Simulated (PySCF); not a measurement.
**FH$_{9}$O$_{3}$Si$_{4}$ (SMILES F[SiH2]O[SiH](O[SiH3])O[SiH3]): density, localisation and related maps**

```xyz
17

F     1.0930   -0.8608   -2.0387
Si    2.1489   -1.1115   -0.8525
O     1.4077   -1.0360    0.5690
Si    0.2096   -0.3525    1.4215
O    -1.1913   -0.9811    0.9509
Si   -2.3281   -1.0797   -0.2087
O     0.2403    1.2389    1.1851
Si    0.0764    2.4291    0.0913
H     3.1106   -0.0307   -0.9739
H     2.5932   -2.4844   -0.9858
H     0.4324   -0.6399    2.8142
H    -1.7724   -0.7863   -1.5276
H    -2.7884   -2.4625   -0.0908
H    -3.3583   -0.1048    0.1563
H     0.3265    1.9457   -1.2661
H     1.0849    3.3996    0.5167
H    -1.2918    2.9290    0.2292
```

Geometry: GFN2-xTB.

Theory: PySCF, PBE0/pcSseg-1, SCF density, gas phase, non-relativistic.

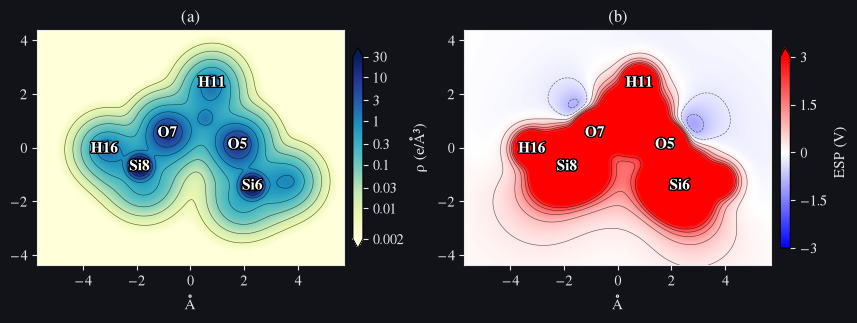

Figure 1. (a) total electron density; (b) electrostatic potential on the plane of atoms O7, Si8 and H16.

### Describe what can be read from this map.

Atoms in the plane: O, Si and H.
Si–O (1.63 Å): ρ at the midpoint is about 1.1 e/Å³.
Si–H (1.46 Å): the density is about 0.83 e/Å³ at the midpoint.
Outside the dense part of the molecule the potential is most negative (−1.0 V) near O5.

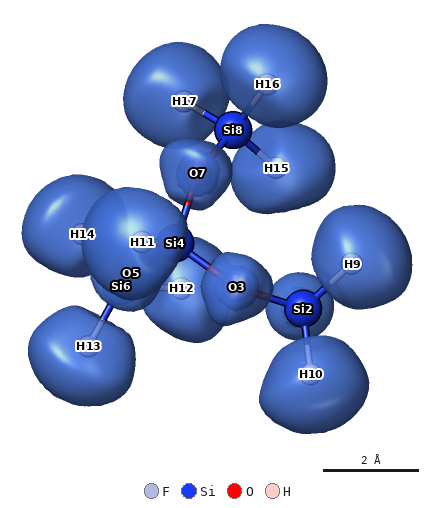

Figure 2. Isosurface of the ELF at 0.8 (blue), seen at a tilt. Only the valence region is drawn (cores and ρ < 0.01 e/Å³ removed).

### Describe the localisation domains.

At this value the surface marks out nine regions around hydrogen nuclei, one region wrapped around F (its lone pairs, merged into a ring or cap) and three regions wrapped around O (its lone pairs, merged into a ring or cap). Along the contacts the grid gives the following. Si–O (1.60 Å): the ELF peaks at about 0.85 between the atoms (a polar covalent bond). Si–F (1.61 Å): the ELF peaks at about 0.85 in the valence shell of F, 0.6 Å from its nucleus, and is about 0.50 at the midpoint.

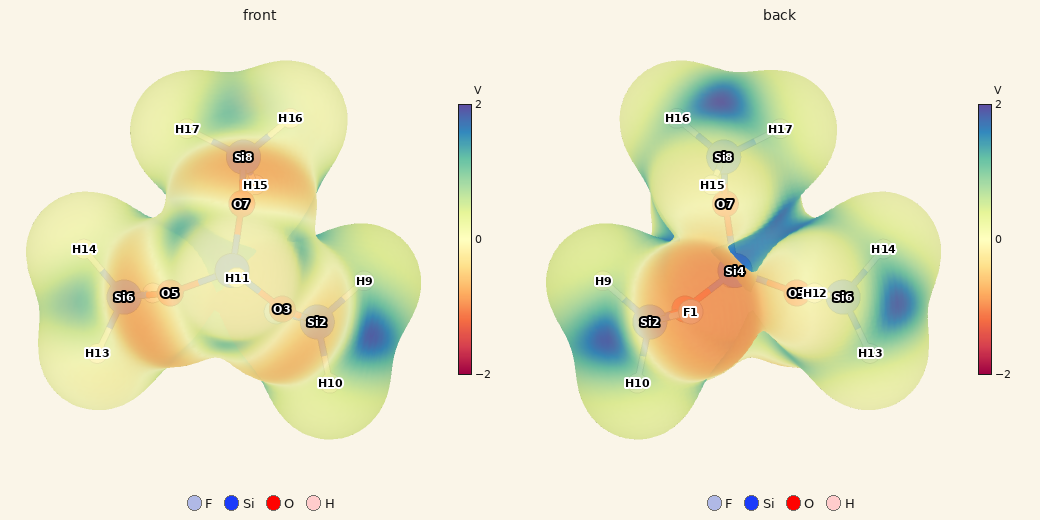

Figure 3. The molecular electrostatic potential painted on the density surface at 0.002 e/bohr³, seen from the front and from behind; red is negative and blue positive.

### Describe the electrostatic potential map.

The most negative region (about −1.0 V) lies over F1, the most positive (about +1.8 V) over Si2, Si6 and Si8.

### What dipole moment does the calculation give?

Its dipole moment is 0.81 D.
